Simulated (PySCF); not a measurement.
| atom | x (Å) | y (Å) | z (Å) |
| --- | --- | --- | --- |
| Si | -0.1726 | 0.1773 | -0.1761 |
| C | -0.1209 | 0.2062 | 1.7218 |
| C | 0.4722 | -1.0093 | 2.3483 |
| C | 1.6212 | -1.0612 | 3.0286 |
| H | -1.1703 | 0.3320 | 2.0472 |
| H | 0.4231 | 1.1137 | 2.0337 |
| H | -0.0894 | -1.9434 | 2.2131 |
| H | 2.2257 | -0.1640 | 3.1989 |
| H | 1.9974 | -2.0014 | 3.4393 |
| C | 1.5705 | 0.2162 | -0.9228 |
| C | 2.3517 | -1.0312 | -0.6850 |
| C | 2.5755 | -1.9922 | -1.5866 |
| H | 2.0804 | 1.0979 | -0.4969 |
| H | 1.4516 | 0.4063 | -2.0038 |
| H | 2.7305 | -1.1722 | 0.3342 |
| H | 2.2122 | -1.9080 | -2.6165 |
| H | 3.1347 | -2.8950 | -1.3284 |
| C | -1.1152 | 1.7130 | -0.7699 |
| C | -0.5312 | 2.9762 | -0.2358 |
| C | 0.2771 | 3.8077 | -0.9007 |
| H | -2.1655 | 1.5903 | -0.4533 |
| H | -1.1026 | 1.7036 | -1.8733 |
| H | -0.7675 | 3.2101 | 0.8106 |
| H | 0.5471 | 3.6293 | -1.9470 |
| H | 0.6911 | 4.7003 | -0.4254 |
| C | -1.0823 | -1.3728 | -0.7829 |
| C | -2.4040 | -1.5423 | -0.1164 |
| C | -3.5927 | -1.2051 | -0.6268 |
| H | -0.4196 | -2.2348 | -0.5970 |
| H | -1.1929 | -1.2801 | -1.8769 |
| H | -2.3780 | -1.9474 | 0.9040 |
| H | -3.6868 | -0.7985 | -1.6394 |
| H | -4.5148 | -1.3332 | -0.0545 |

Geometry: PBE0-D3(BJ)/def2-SVP.

Method: PySCF 2.14.0, PBE0/pcSseg-1, SCF density, gas phase, non-relativistic.

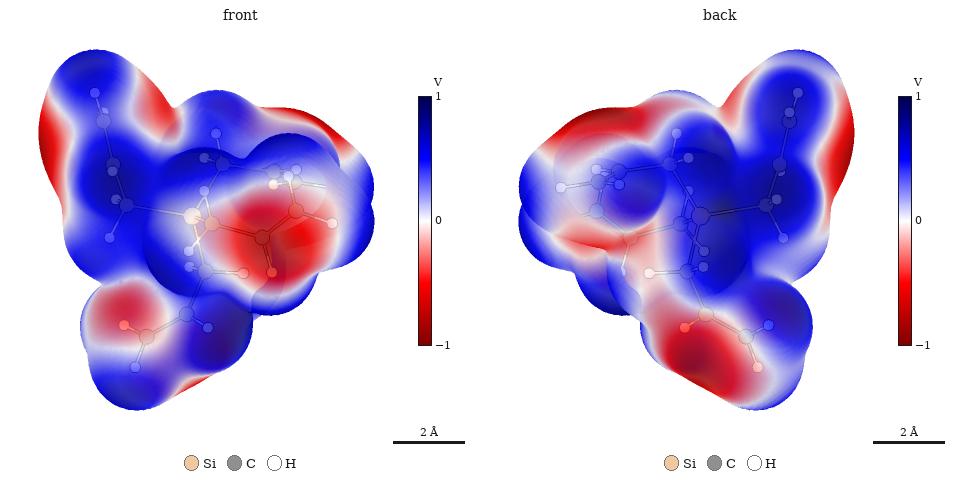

C$_{12}$H$_{20}$Si (SMILES C=CC[Si](CC=C)(CC=C)CC=C). The electrostatic potential painted on the density surface at 0.002 e/bohr³, seen from the front and from behind; red is negative and blue positive.

Where is the surface potential most negative and most positive?

Answer. The most negative region (about −0.9 V) lies over the π face of C11, C12, C20 and C28, the most positive (about +0.8 V) over the H and Si atoms.
